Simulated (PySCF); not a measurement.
**AlB: from the state search to spectroscopic constants**

Aim: find the lowest electronic state of AlB, scan its bond at several levels of theory, and get bond length, wavenumber and dissociation energy from each curve.

The runs use PySCF 2.14.0; Al def2-SVP, B def2-SVP, no relativity.

## (1) Set-up

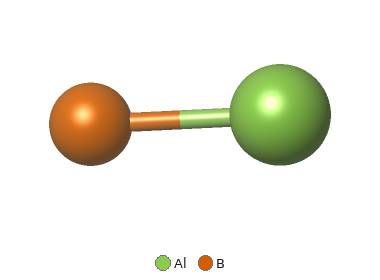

The two atoms at the starting distance (aluminium green, boron orange).

A driver script around PySCF takes these settings:

```
atoms                         : Al, B
charge                        : 0
basis                         : Al def2-SVP, B def2-SVP
Hamiltonian                   : no relativity
basis functions               : 32
electrons treated             : 18
masses in u                   : 26.9815, 11.0093
levels                        : PBE0, PBE, r²SCAN, BLYP, M06-L, BHandHLYP, HSE06, HF, MP2, SCS-MP2, CCSD, CCSD(T)
grid                          : 80 radial by 434 angular points
occupations                   : held fixed by the projection of orbital angular momentum
dissociation limit            : Al + B, each in its ground configuration
starting distance in angstrom : 2.010
values of 2S to try           : 0, 2
```

The run is started by

```console
$ OMP_NUM_THREADS=1 python dia.py task.json out
```

Further steps of the session: The PBE0 curve of the state that the search chose; Excited determinants; PBE (GGA); r²SCAN (meta-GGA); BLYP (GGA); M06-L (meta-GGA); BHandHLYP; HSE06; ROHF; MP2 and coupled cluster.

What does the calculation give? Wanted: for each run, Re; ωe; De; μ.

As calculated:

Lowest PBE0 solution found, without spin–orbit coupling: ³Σ⁻ (triplet), unpaired electrons π ↑↑. State 2 has its PBE0 minimum 0.08 eV higher. State 3 has its PBE0 minimum 0.25 eV higher, as a spin-mixed determinant (⟨S²⟩ = 1.02), so this is no gap between pure states. State 4 has its PBE0 minimum 0.30 eV higher, as a spin-mixed determinant (⟨S²⟩ = 1.01), so this is no gap between pure states. The other levels ran on the lowest alone.

```tsv
level	Re (Å)	ωe (cm⁻¹)	De (eV)	μ (D)
ROHF	2.081	575	0.85	-1.50
ROHF-MP2	2.044	621	1.64	n/a
ROHF-SCS-MP2	2.045	618	1.41	n/a
ROHF-CCSD	2.047	619	1.62	n/a
ROHF-CCSD(T)	2.043	623	1.81	n/a
PBE	2.045	607	2.43	-1.64
BLYP	2.062	579	2.07	-1.66
r²SCAN	2.017	649	2.44	-1.55
M06-L	2.001	672	2.44	-1.56
PBE0	2.024	631	2.17	-1.67
HSE06	2.025	627	2.16	-1.66
BHandHLYP	2.030	607	1.60	-1.71
```

De is counted to Al + B in their ground configurations. A positive dipole means Al(−)B(+). ⟨S²⟩ is off the pure value of 2.00 by over a tenth at r²SCAN 2.37, M06-L 2.32, PBE0 2.26, HSE06 2.24, BHandHLYP 2.20.

In words: Bond lengths run from 2.001 Å (M06-L) to 2.081 Å (ROHF). Of the levels with a De here, ROHF gives the least (0.85 eV) and r²SCAN the most (2.44 eV).

Correlated steps freeze 6 core orbitals. T1 is 0.075 near the minimum (highest on the curve 0.080), which may point to more than one leading configuration.
